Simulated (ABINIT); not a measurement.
# CdH2 (Fm-3m): zone-centre phonons, part 2 of 2

Which modes does CdH2 (Fm-3m) have at the zone centre?

ABINIT 10.8.3; DFT LDA, scalar-relativistic, plane waves, PseudoDojo norm-conserving pseudopotentials.

So far. Step 5 (Relaxing the cell and atoms): The volume changes by +0.8 % in this run and stands -25.5 % from the first cell. The relaxed cell has a = 4.966 Å (conventional setting).

The structure was built from a prototype and need not be the compound's stable phase.

## (7) Zone-centre response

At q = 0 one unit cell holds all displacements. The response is solved for single atoms along the cell's directions, and symmetry skips those that follow from others. The crystal is treated as a metal, which screens a static field, so no field response is asked.

dfpt_gamma.abi

```

# common to the responses
getwfk_filepath "gso_WFK"
kptopt 2
nqpt 1
qpt 0.0 0.0 0.0
asr 0
chneut 0

# displacements
rfphon 1
rfatpol 1 3
rfdir 1 1 1
tolvrs 1.0d-10
prtwf 0

# basis, mesh and filling
ecut 57.0
ecutsm 3.0
ngkpt 12 12 12
nshiftk 1
shiftk 0.0 0.0 0.0
istwfk *1
occopt 6
tsmear 0.01
nband 18
nstep 100
diemac 1000000.0
prtebands 0
prtgsr 0
useylm 1

# cell and atoms
acell 3*1.0 Angstrom
rprim 
    -2.483082191 0.0 2.483082191
    0.0 2.483082191 2.483082191
    -2.483082191 2.483082191 0.0
ntypat 2
znucl 48 1
natom 3
typat 1 2 2
xred 
    0.0 0.0 0.0
    0.75 0.75 0.75
    0.25 0.25 0.25
pp_dirpath "./pseudo"
pseudos "Cd.upf, H.upf"
```

Run with:

```sh
$ OMP_NUM_THREADS=1 mpirun -n 4 abinit dfpt_gamma.abi > dfpt_gamma.log
```

Numbers of over 12 decimals in the logs are rounded to 6 here.

dfpt_gamma.abo, the main output file:

```text
[banners, grids, parts of the stress and lines that vanish by symmetry left out]
- input  file    -> dfpt_gamma.abi
- output file    -> dfpt_gamma.abo
- root for input  files -> dfpt_gammai
- root for output files -> dfpt_gammao

 Symmetries : space group Fm -3 m (#225); Bravais cF (face-center cubic)
================================================================================
 Values of the parameters that define the memory need of the present run (RF).
     intxc =       0      iscf =       7    lmnmax =      18     lnmax =       6
     mgfft =      48  mpssoang =       3    mqgrid =    3001     natom =       3
  nloc_mem =       1    nspden =       1   nspinor =       1    nsppol =       1
      nsym =      48    n1xccc =    2501    ntypat =       2    occopt =       6
   xclevel =       1
-    mband =          18        mffmem =           1         mkmem =         217
-   mkqmem =         217        mk1mem =         217           mpw =        4279
      nfft =      110592          nkpt =         868
- my_mband =          18
================================================================================
================================================================================

--------------------------------------------------------------------------------
------------- Echo of variables that govern the present computation ------------
--------------------------------------------------------------------------------
-
- outvars: echo of selected default values
-   iomode0 =  0 , fftalg0 =312 , wfoptalg0 =  0
-
- outvars: echo of global parameters not present in the input file
-  max_nthreads =    1
-
 -outvars: echo values of preprocessed input variables
 [... echo left out ...]
================================================================================

 chkinp: Checking input parameters for consistency.

[...]
== DATASET  1 ==================================================================
-   mpi_nproc: 4, omp_nthreads: 1 (-1 if OMP is not activated)

--- !DatasetInfo
iteration_state: {dtset: 1, }
dimensions: {natom: 3, nkpt: 868, mband: 18, nsppol: 1, nspinor: 1, nspden: 1, mpw: 4279, }
cutoff_energies: {ecut:  57.0, pawecutdg:  -1.0, }
electrons: {nelect:   2.20000000E+01, charge:   0.00000000E+00, occopt:   6.00000000E+00, tsmear:   1.00000000E-02, }
meta: {optdriver: 1, rfphon: 1, }
...

 mkfilename: getwfk from: gso_WFK

 Real(R)+Recip(G) space primitive vectors, cartesian coordinates (Bohr,Bohr^-1):
 R(1)= -4.6923453  0.0000000  4.6923453  G(1)= -0.1065565 -0.1065565  0.1065565
 R(2)=  0.0000000  4.6923453  4.6923453  G(2)=  0.1065565  0.1065565  0.1065565
 R(3)= -4.6923453  4.6923453  0.0000000  G(3)= -0.1065565  0.1065565 -0.1065565
 Unit cell volume ucvol=  2.0663310E+02 bohr^3
 Angles (23,13,12)=  6.00000000E+01  6.00000000E+01  6.00000000E+01 degrees
 setup1 : take into account q-point for computing boxcut.

 getcut: wavevector=  0.0000  0.0000  0.0000  ngfft=  48  48  48
         ecut(hartree)=     57.000   => boxcut(ratio)=   2.12830

--- Pseudopotential description ------------------------------------------------
- pspini: atom type   1  psp file is ./pseudo/Cd.upf

- pspini: atom type   2  psp file is ./pseudo/H.upf

   5.29746406E+02                                ecore*ucvol(ha*bohr**3)
--------------------------------------------------------------------------------

 ==>  initialize data related to q vector <==

 The list of irreducible perturbations for this q vector is:
    1)    idir= 1    ipert=   1
    2)    idir= 1    ipert=   2

[...]
The perturbation idir=   2  ipert=   1 is
 symmetric of a previously calculated perturbation.
 So, its SCF calculation is not needed.

 The perturbation idir=   3  ipert=   1 is
 symmetric of a previously calculated perturbation.
 So, its SCF calculation is not needed.

 The perturbation idir=   2  ipert=   2 is
 symmetric of a previously calculated perturbation.
 So, its SCF calculation is not needed.

 The perturbation idir=   3  ipert=   2 is
 symmetric of a previously calculated perturbation.
 So, its SCF calculation is not needed.

 The perturbation idir=   1  ipert=   3 is
 symmetric of a previously calculated perturbation.
 So, its SCF calculation is not needed.

 The perturbation idir=   2  ipert=   3 is
 symmetric of a previously calculated perturbation.
 So, its SCF calculation is not needed.

 The perturbation idir=   3  ipert=   3 is
 symmetric of a previously calculated perturbation.
 So, its SCF calculation is not needed.

--------------------------------------------------------------------------------
 Perturbation wavevector (in red.coord.)   0.000000  0.000000  0.000000
 Perturbation : displacement of atom   1   along direction   1
 Found     4 symmetries that leave the perturbation invariant.

[...]
dfpt_looppert : total number of electrons, from k and k+q
  fully or partially occupied states are    2.200000E+01 and    2.200000E+01.
 Initialisation of the first-order wave-functions :
  ireadwf=   0

--- !BeginCycle
iteration_state: {dtset: 1, }
solver: {iscf: 7, nstep: 100, nline: 4, wfoptalg: 0, }
tolerances: {tolvrs: 1.00E-10, }
...

     iter   2DEtotal(Ha)        deltaE(Ha) residm    vres2
-ETOT  1   5.928521     -1.825E+04 2.308E+02 1.218E+02
 ETOT  2 -0.137383     -6.066E+00 1.233E+00 4.842E+01
 ETOT  3 -0.162902     -2.552E-02 1.343E-01 1.023E+00
 ETOT  4 -0.163189     -2.872E-04 2.948E-01 2.116E-02
 ETOT  5 -0.163192     -2.705E-06 7.940E-03 7.272E-04
[...]
At SCF step   10       vres2   =  1.01E-12 < tolvrs=  1.00E-10 =>converged.
[...]
Mean square residual over all n,k,spin=   69.679E-08; max=  17.825E-04

 Thirteen components of 2nd-order total energy (hartree) are
 1,2,3: 0th-order hamiltonian combined with 1st-order wavefunctions
     kin0=   1.47860859E+04 eigvalue=   8.66800554E+02  local=  -9.54777376E+03
 4,5,6: 1st-order hamiltonian combined with 1st and 0th-order wfs
 loc psp =  -1.37902677E+04  Hartree=   3.94473766E+03     xc=  -5.50920490E+02
 note that "loc psp" includes a xc core correction that could be resolved
 7,8,9: eventually, occupation + non-local contributions
    edocc=   2.08237132E+02     enl0=   8.54862565E+03   enl1=  -2.27213175E+04
 1-9 gives the relaxation energy (to be shifted if some occ is /=2.0)
   erelax=  -1.82557926E+04
 10,11,12 Non-relaxation  contributions : frozen-wavefunctions and Ewald
 fr.local=   6.96421301E+03 fr.nonlo=   1.13739658E+04  Ewald=   3.57074337E+01
 13,14 Frozen wf xc core corrections (1) and (2)
 frxc 1  =  -8.78135937E+02  frxc 2 =   7.59879142E+02
 Resulting in :
 2DEtotal=   -0.1631917812E+00 Ha. Also 2DEtotal=   -0.444067459115E+01 eV
    (2DErelax=   -1.8255792629E+04 Ha. 2DEnonrelax=    1.8255629437E+04 Ha)
    (  non-var. 2DEtotal :   -1.6319102385E-01 Ha)

[...]
Perturbation wavevector (in red.coord.)   0.000000  0.000000  0.000000
 Perturbation : displacement of atom   2   along direction   1
 Found     2 symmetries that leave the perturbation invariant.

--------------------------------------------------------------------------------

--------------------------------------------------------------------------------

 dfpt_looppert : total number of electrons, from k and k+q
  fully or partially occupied states are    2.200000E+01 and    2.200000E+01.
 Initialisation of the first-order wave-functions :
  ireadwf=   0

--- !BeginCycle
iteration_state: {dtset: 1, }
solver: {iscf: 7, nstep: 100, nline: 4, wfoptalg: 0, }
tolerances: {tolvrs: 1.00E-10, }
...

     iter   2DEtotal(Ha)        deltaE(Ha) residm    vres2
-ETOT  1  0.438837     -4.056E+01 5.515E+00 1.218E+03
[...]
ETOT  9  0.292265     -7.643E-11 2.341E-04 8.137E-10
 ETOT 10  0.292265     -7.390E-13 9.610E-05 4.462E-12

 At SCF step   10       vres2   =  4.46E-12 < tolvrs=  1.00E-10 =>converged.
[...]
Mean square residual over all n,k,spin=   26.238E-09; max=  96.095E-06

 Thirteen components of 2nd-order total energy (hartree) are
 1,2,3: 0th-order hamiltonian combined with 1st-order wavefunctions
     kin0=   3.89569179E+01 eigvalue=  -1.19249351E+00  local=  -6.82723199E+00
 4,5,6: 1st-order hamiltonian combined with 1st and 0th-order wfs
 loc psp =  -5.87485905E+01  Hartree=   8.84261975E+00     xc=  -5.39319202E+00
 note that "loc psp" includes a xc core correction that could be resolved
 7,8,9: eventually, occupation + non-local contributions
    edocc=   6.68459756E+00     enl0=  -3.63932325E-01   enl1=  -2.26659801E+01
 1-9 gives the relaxation energy (to be shifted if some occ is /=2.0)
   erelax=  -4.07072853E+01
 10,11,12 Non-relaxation  contributions : frozen-wavefunctions and Ewald
 fr.local=   1.11959768E+01 fr.nonlo=   1.10571704E+01  Ewald=   1.87464027E+01
 13,14 Frozen wf xc core corrections (1) and (2)
 frxc 1  =   0.00000000E+00  frxc 2 =   0.00000000E+00
 Resulting in :
 2DEtotal=    0.2922646137E+00 Ha. Also 2DEtotal=    0.795292529026E+01 eV
    (2DErelax=   -4.0707285294E+01 Ha. 2DEnonrelax=    4.0999549908E+01 Ha)
    (  non-var. 2DEtotal :    2.9226460217E-01 Ha)

[...]
---- first-order wavefunction calculations are completed ----

 ==> Compute Derivative Database <==

 [... matrices left out ...]
  Phonon wavevector (reduced coordinates) :  0.00000  0.00000  0.00000
 Phonon energies in Hartree :
  -1.025419E-03 -1.025419E-03 -1.025419E-03  2.043268E-05  2.043268E-05
   2.043269E-05  2.873550E-03  2.873550E-03  2.873550E-03
 Phonon frequencies in cm-1    :
- -2.250535E+02 -2.250535E+02 -2.250535E+02  4.484456E+00  4.484456E+00
-  4.484456E+00  6.306713E+02  6.306713E+02  6.306713E+02

== END DATASET(S) ==============================================================
================================================================================

 -outvars: echo values of variables after computation
            acell      1.8897261259E+00  1.8897261259E+00  1.8897261259E+00 Bohr
           etotal      2.9226461373E-01
            fcart      0.0000000000E+00  0.0000000000E+00  0.0000000000E+00
           strten      0.0000000000E+00  0.0000000000E+00  0.0000000000E+00
================================================================================
```

The job ended after 7.9 min (4 MPI ranks of Arm Neoverse V1, shared host; 31 min of CPU time).

This step gave:

```
largest acoustic frequency at the zone centre before the sum rule : 4.48 cm⁻¹
highest optical zone-centre mode (no LO-TO term)                  : 630.7 cm⁻¹
lowest optical zone-centre mode                                   : -225.1 cm⁻¹
```

The acoustic modes at Γ come out as far as 4.5 cm⁻¹ from zero, where they should vanish, a small numerical error. The lowest optical mode is imaginary, 225i cm⁻¹, an instability at this level and on this k mesh.

## (8) Modes with the sum rule

anaddb reads the merged derivatives and imposes the acoustic sum rule.

anaddb.abi

```
ddb_filepath "gamma_DDB"
output_file "anaddb.abo"
outdata_prefix "anaddb"
asr 1
chneut 1
enunit 2
eivec 1
nph1l 1
qph1l 0.0 0.0 0.0 1.0
```

mrgddb.in

```
gamma_DDB
merged
2
dfpt_gammao_DDB
gso_DDB
```

Run with:

```sh
$ mrgddb < mrgddb.in > mrgddb.log
$ OMP_NUM_THREADS=1 anaddb anaddb.abi > anaddb.log
```

anaddb.abo, the main output file:

```text
-outvars_anaddb: echo values of input variables ----------------------

 Miscellaneous information :
      enunit         2
       eivec         1
         asr         1
 First list of wavevector (reduced coord.) :
       nph1l         1
       qph1l
                     0.00000000E+00  0.00000000E+00  0.00000000E+00    1.000E+00

================================================================================

 read the DDB information and perform some checks

  ==== Info on the Cryst% object ====
 Real(R)+Recip(G) space primitive vectors, cartesian coordinates (Bohr,Bohr^-1):
 R(1)= -4.6923453  0.0000000  4.6923453  G(1)= -0.1065565 -0.1065565  0.1065565
 R(2)=  0.0000000  4.6923453  4.6923453  G(2)=  0.1065565  0.1065565  0.1065565
 R(3)= -4.6923453  4.6923453  0.0000000  G(3)= -0.1065565  0.1065565 -0.1065565
 Unit cell volume ucvol=  2.0663310E+02 bohr^3
 Angles (23,13,12)=  6.00000000E+01  6.00000000E+01  6.00000000E+01 degrees
 Time-reversal symmetry is present
 Reduced atomic positions [iatom, xred, symbol]:
    1)    0.0000000  0.0000000  0.0000000  Cd
    2)    0.7500000  0.7500000  0.7500000   H
    3)    0.2500000  0.2500000  0.2500000   H

 DDB file with 3 blocks has been read.

================================================================================

 Treat the first list of vectors

  Phonon wavevector (reduced coordinates) :  0.00000  0.00000  0.00000
 Phonon energies in Hartree :
  -1.025303E-03 -1.025303E-03 -1.025303E-03  2.094751E-08  2.101289E-08
   2.120776E-08  2.873593E-03  2.873593E-03  2.873593E-03
 Phonon energies in meV     :
- -2.789992E+01 -2.789992E+01 -2.789992E+01  5.700107E-04  5.717899E-04
-  5.770925E-04  7.819446E+01  7.819446E+01  7.819446E+01
 Phonon frequencies in cm-1    :
- -2.250281E+02 -2.250281E+02 -2.250281E+02  4.597446E-03  4.611796E-03
-  4.654565E-03  6.306808E+02  6.306808E+02  6.306808E+02
 Phonon frequencies in Thz     :
- -6.746171E+00 -6.746171E+00 -6.746171E+00  1.378280E-04  1.382582E-04
-  1.395403E-04  1.890734E+01  1.890734E+01  1.890734E+01
 Phonon energies in Kelvin  :
- -3.237652E+02 -3.237652E+02 -3.237652E+02  6.614699E-03  6.635346E-03
-  6.696880E-03  9.074090E+02  9.074090E+02  9.074090E+02

 Eigendisplacements
 (will be given, for each mode : in cartesian coordinates
   for each atom the real part of the displacement vector,
   then the imaginary part of the displacement vector - absolute values smaller than 1.0d-7 are set to zero)
  Mode number    1   Energy   -1.025303E-03
 Attention : low frequency mode.
   (Could be unstable or acoustic mode)
-  1  0.00000000E+00  0.00000000E+00  2.93168970E-04
-     0.00000000E+00  0.00000000E+00  0.00000000E+00
-  2 -5.50878597E-07  2.15664830E-06 -1.63504295E-02
-     0.00000000E+00  0.00000000E+00  0.00000000E+00
-  3 -5.50878597E-07  2.15664830E-06 -1.63504295E-02
-     0.00000000E+00  0.00000000E+00  0.00000000E+00
  Mode number    2   Energy   -1.025303E-03
 Attention : low frequency mode.
   (Could be unstable or acoustic mode)
-  1  0.00000000E+00  2.93168966E-04  0.00000000E+00
-     0.00000000E+00  0.00000000E+00  0.00000000E+00
-  2 -2.94376636E-06 -1.63504292E-02 -2.15654908E-06
-     0.00000000E+00  0.00000000E+00  0.00000000E+00
-  3 -2.94376636E-06 -1.63504292E-02 -2.15654908E-06
-     0.00000000E+00  0.00000000E+00  0.00000000E+00
  Mode number    3   Energy   -1.025303E-03
 Attention : low frequency mode.
   (Could be unstable or acoustic mode)
-  1  2.93168968E-04  0.00000000E+00  0.00000000E+00
-     0.00000000E+00  0.00000000E+00  0.00000000E+00
-  2 -1.63504294E-02  2.94369368E-06  5.51266871E-07
-     0.00000000E+00  0.00000000E+00  0.00000000E+00
-  3 -1.63504294E-02  2.94369368E-06  5.51266871E-07
-     0.00000000E+00  0.00000000E+00  0.00000000E+00
  Mode number    4   Energy    2.094751E-08
 Attention : low frequency mode.
   (Could be unstable or acoustic mode)
-  1  0.00000000E+00  0.00000000E+00  2.18956127E-03
-     0.00000000E+00  0.00000000E+00  0.00000000E+00
-  2  0.00000000E+00  0.00000000E+00  2.18922336E-03
-     0.00000000E+00  0.00000000E+00  0.00000000E+00
-  3  0.00000000E+00  0.00000000E+00  2.18922336E-03
-     0.00000000E+00  0.00000000E+00  0.00000000E+00
  Mode number    5   Energy    2.101289E-08
 Attention : low frequency mode.
   (Could be unstable or acoustic mode)
-  1  0.00000000E+00  2.18956126E-03  0.00000000E+00
-     0.00000000E+00  0.00000000E+00  0.00000000E+00
-  2  0.00000000E+00  2.18922336E-03  0.00000000E+00
-     0.00000000E+00  0.00000000E+00  0.00000000E+00
-  3  0.00000000E+00  2.18922336E-03  0.00000000E+00
-     0.00000000E+00  0.00000000E+00  0.00000000E+00
  Mode number    6   Energy    2.120776E-08
 Attention : low frequency mode.
   (Could be unstable or acoustic mode)
-  1  2.18956126E-03  0.00000000E+00  0.00000000E+00
-     0.00000000E+00  0.00000000E+00  0.00000000E+00
-  2  2.18922336E-03  0.00000000E+00  0.00000000E+00
-     0.00000000E+00  0.00000000E+00  0.00000000E+00
-  3  2.18922336E-03  0.00000000E+00  0.00000000E+00
-     0.00000000E+00  0.00000000E+00  0.00000000E+00
  Mode number    7   Energy    2.873593E-03
-  1  0.00000000E+00  0.00000000E+00  0.00000000E+00
-     0.00000000E+00  0.00000000E+00  0.00000000E+00
-  2  1.34082066E-06 -5.03592796E-07 -1.64963404E-02
-     0.00000000E+00  0.00000000E+00  0.00000000E+00
-  3 -1.34082066E-06  5.03592796E-07  1.64963404E-02
-     0.00000000E+00  0.00000000E+00  0.00000000E+00
  Mode number    8   Energy    2.873593E-03
-  1  0.00000000E+00  0.00000000E+00  0.00000000E+00
-     0.00000000E+00  0.00000000E+00  0.00000000E+00
-  2  2.71302376E-06  1.64963402E-02 -5.03372277E-07
-     0.00000000E+00  0.00000000E+00  0.00000000E+00
-  3 -2.71302376E-06 -1.64963402E-02  5.03372277E-07
-     0.00000000E+00  0.00000000E+00  0.00000000E+00
  Mode number    9   Energy    2.873593E-03
-  1  0.00000000E+00  0.00000000E+00  0.00000000E+00
-     0.00000000E+00  0.00000000E+00  0.00000000E+00
-  2  1.64963402E-02 -2.71298284E-06  1.34090347E-06
-     0.00000000E+00  0.00000000E+00  0.00000000E+00
-  3 -1.64963402E-02  2.71298284E-06 -1.34090347E-06
-     0.00000000E+00  0.00000000E+00  0.00000000E+00

 Analysis of degeneracies and characters (maximum tolerance=1.00E-06 a.u.)
 For each vibration mode, or group of modes if degenerate,
 the characters are given for each symmetry operation (see the list in the log file).
 Symmetry characters of vibration mode #   1
       degenerate with vibration modes #   2 to    3
  3.0 -3.0 -1.0  1.0 -1.0  1.0 -1.0  1.0  1.0 -1.0 -1.0  1.0  1.0 -1.0 -1.0  1.0
 -0.0  0.0  0.0 -0.0  0.0 -0.0 -0.0  0.0  1.0 -1.0 -1.0  1.0 -1.0  1.0  1.0 -1.0
 -0.0  0.0  0.0 -0.0  0.0 -0.0 -0.0  0.0  1.0 -1.0  1.0 -1.0 -1.0  1.0 -1.0  1.0
 Symmetry characters of vibration mode #   4
       degenerate with vibration modes #   5 to    6
  3.0 -3.0 -1.0  1.0 -1.0  1.0 -1.0  1.0  1.0 -1.0 -1.0  1.0  1.0 -1.0 -1.0  1.0
  0.0 -0.0  0.0 -0.0 -0.0  0.0  0.0 -0.0  1.0 -1.0 -1.0  1.0 -1.0  1.0  1.0 -1.0
 -0.0  0.0 -0.0  0.0 -0.0  0.0  0.0 -0.0  1.0 -1.0  1.0 -1.0 -1.0  1.0 -1.0  1.0
 Symmetry characters of vibration mode #   7
       degenerate with vibration modes #   8 to    9
  3.0  3.0 -1.0 -1.0 -1.0 -1.0 -1.0 -1.0  1.0  1.0 -1.0 -1.0  1.0  1.0 -1.0 -1.0
 -0.0 -0.0  0.0  0.0 -0.0 -0.0  0.0  0.0  1.0  1.0 -1.0 -1.0 -1.0 -1.0  1.0  1.0
 -0.0 -0.0 -0.0 -0.0  0.0  0.0 -0.0 -0.0  1.0  1.0  1.0  1.0 -1.0 -1.0 -1.0 -1.0
-
```

Run time: 0.52 s. Hardware: 1 thread.

This step gave:

```
lowest optical zone-centre mode : -225.0 cm⁻¹
```

No LO-TO term; unit eigenvectors of the mass-weighted matrix, from anaddb's displacements. The modes at Γ (shares of kinetic energy by element, %) (negative means imaginary):

```csv
mode,frequency (cm⁻¹),symmetry,Cd %,H %
1,-225.0,T1u,2,98
2,-225.0,T1u,2,98
3,-225.0,T1u,2,98
4,0.0,acoustic,98,2
5,0.0,acoustic,98,2
6,0.0,acoustic,98,2
7,630.7,T2g,0,100
8,630.7,T2g,0,100
9,630.7,T2g,0,100
```

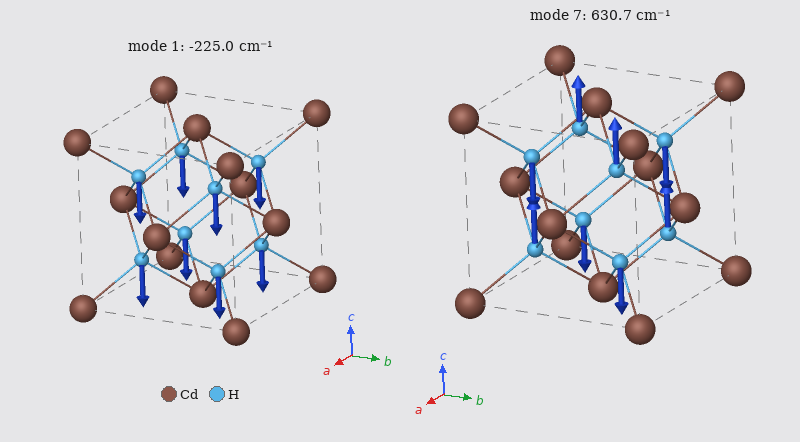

Displacement patterns of modes 1 and 7 at Γ; arrows are exaggerated. Some periodic images of atoms are drawn too.

The rule moves no optical mode by more than 0.1 cm⁻¹.

## (9) Outcome

```json
{"space group after relaxation": "Fm-3m", "volume per atom": "10.2 Å³", "highest optical zone-centre mode (no LO-TO term)": "630.7 cm⁻¹", "lowest optical zone-centre mode": "-225.0 cm⁻¹", "imaginary optical modes at the zone centre (no q mesh in this session)": "yes"}
```

In words: At the LDA level the optical modes of CdH2 (Fm-3m) at the zone centre run from 225i to 631 cm⁻¹, so the structure is a saddle point, with 3 modes beyond 10i cm⁻¹ there. These are harmonic frequencies at zero temperature: anharmonic shifts and linewidths and thermal expansion are left out. In a metal the frequencies hang on the k mesh and the smearing, most of all near Kohn anomalies. The structure is a hypothetical one, built on a prototype.

[Host names and launcher messages were left out of these logs when they were recorded.]

[Logs are printed without paths, hosts, clocks, repeated set-up lines and the standing remarks that a program may print on its own settings, such as how far it seeks lower states.]

[Hosts, paths, dates, database ids (printed as entryN), source tags and the programs' standing remarks are cut or masked in the printed files.]
